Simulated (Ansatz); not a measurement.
# Abstraction of F: C4H7F + SnHF2 → C4H7 + SnHF3

Species: C4H7F `FC1CCC1`, singlet; SnHF2 `[F][SnH][F]`, doublet; C4H7 (cyclobutyl radical) `[CH]1CCC1`, doublet; SnHF3 `[F][SnH]([F])[F]`, singlet. A radical takes F: the energy is the difference in strength between the C–F bond broken and the Sn–F bond made.

Shapes, held fixed at every level: PBE0-D4/def2-TZVP. Programs: Ansatz 0.2.0. The zero-point and thermal change to 298 K, harmonic and unscaled (PBE0-D4/def2-TZVP), is -8.9 kJ/mol.

```
                level                    kind  ΔH(298 K) (kJ/mol)  less CCSD(T)/def2-TZVPP
     SPW92/def2-TZVPP                     LDA               +45.9                    +38.2
    PBE-D4/def2-TZVPP                     GGA               +22.9                    +15.2
 r2SCAN-D4/def2-TZVPP                meta-GGA                +5.9                     -1.8
  B3LYP-D4/def2-TZVPP           global hybrid               +15.9                     +8.2
r2SCAN0-D4/def2-TZVPP           global hybrid                +4.9                     -2.8
   wB97M-V/def2-TZVPP  range-separated hybrid               +17.4                     +9.7
        CCSD/def2-SVP   coupled cluster or CI               +14.4                     +6.7
   CCSD(T)/def2-TZVPP   coupled cluster or CI                +7.7                      0.0
```

The highest level, CCSD(T)/def2-TZVPP, gives ΔH(298 K) = +7.7 kJ/mol; the levels span +4.9 to +45.9. The column of differences is taken from that level and isn't an error. No measured value is set beside it here. Open shells run unrestricted unless RO is named. For atoms past krypton def2 sets carry core potentials with scalar relativity. Correlated rows may include outer-core shells of Sn, which these sets cover unevenly.

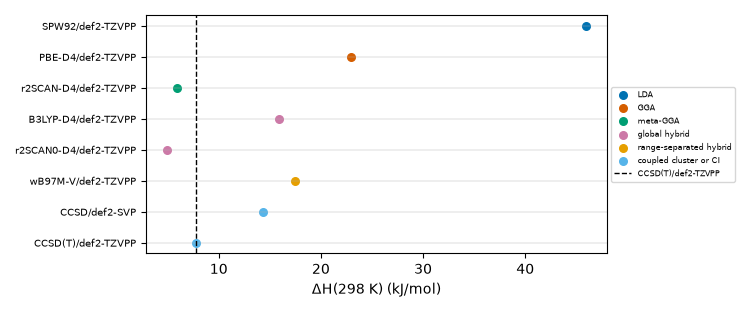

The values of the table, level by level.
